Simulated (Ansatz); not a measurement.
# CH6Si···HCl: what the fields show

```yaml
atoms:
  - { symbol: Si, position_ang: [-0.9276, 0.6552, -0.0952] }
  - { symbol: Cl, position_ang: [1.0442, -2.7920, -1.1865] }
  - { symbol: H, position_ang: [-0.9945, 1.8032, -1.0366] }
  - { symbol: H, position_ang: [-2.0179, 0.7861, 0.9062] }
  - { symbol: H, position_ang: [-1.2096, -0.5811, -0.8897] }
  - { symbol: H, position_ang: [0.0820, -1.9430, -1.1044] }
  - { symbol: C, position_ang: [0.7456, 0.5356, 0.7235] }
  - { symbol: H, position_ang: [1.5373, 0.4207, -0.0199] }
  - { symbol: H, position_ang: [0.7898, -0.3222, 1.3979] }
  - { symbol: H, position_ang: [0.9507, 1.4375, 1.3046] }
```

The product side of a reaction path; geometry: PBE0-D4/def2-TZVP.

Method: Ansatz 0.2.0, RKS PBE0-D4/def2-TZVPP.

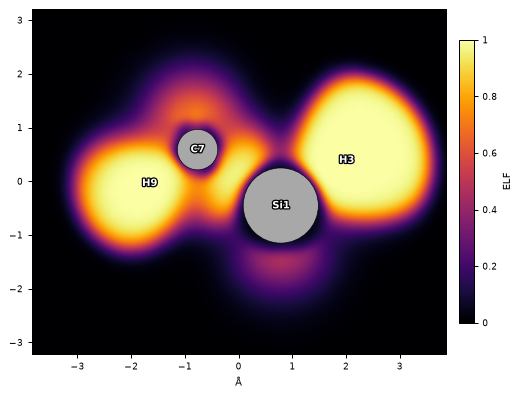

Figure 1. Electron localisation function on the plane of atoms H3, Si1 and C7. Grey discs cover the atomic cores.

**What do the fields say about this system?**

- Atoms in the plane: Si, H and C.
- C–Si (1.87 Å): the ELF peaks at about 0.95 between the atoms (a covalent bond).
- C–H (1.09 Å): the ELF climbs to about 1 towards the hydrogen, as it does in any bond to H: an ordinary covalent bond to hydrogen.
- Si–H (1.49 Å): the ELF climbs to about 1 towards the hydrogen.

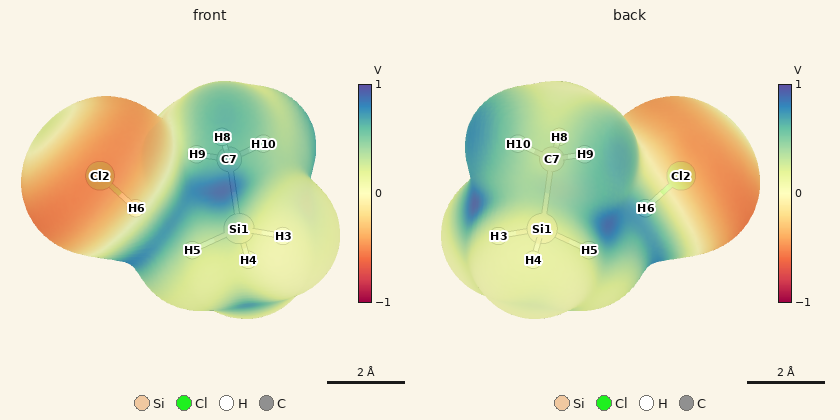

Figure 2. The electrostatic potential painted on the density surface at 0.001 e/bohr³, seen from the front and from behind; the colour scale runs from red (negative) to blue (positive).

**Where is the surface potential most negative and most positive?**

The most negative region (about −0.5 V, or −12 kcal/mol for a unit charge) lies over Cl2, the most positive (about +0.9 V, or +21 kcal/mol for a unit charge) over Si1. Cl2 shows a σ-hole: about +0.2 V at the tip opposite its bond, against about −0.5 V, or −12 kcal/mol for a unit charge on its flanks.
